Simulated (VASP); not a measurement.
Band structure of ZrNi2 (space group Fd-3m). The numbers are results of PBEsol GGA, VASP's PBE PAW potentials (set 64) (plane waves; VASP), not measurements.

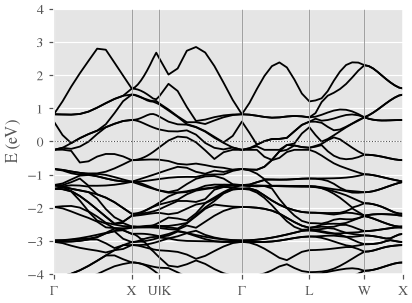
Figure. Bands along high-symmetry lines, zero at the valence-band maximum or, without a gap, the Fermi level

Q: Read the plot: is there a gap, and where are the band edges?

A: It has no gap at this level: it comes out as a metal or semimetal.

The structure comes from a computed database's ZrNi2 entry (Fd-3m); how it stands against other phases isn't given here. The cell was not relaxed at this level. The run is not spin-polarised, so no magnetic state was tried.
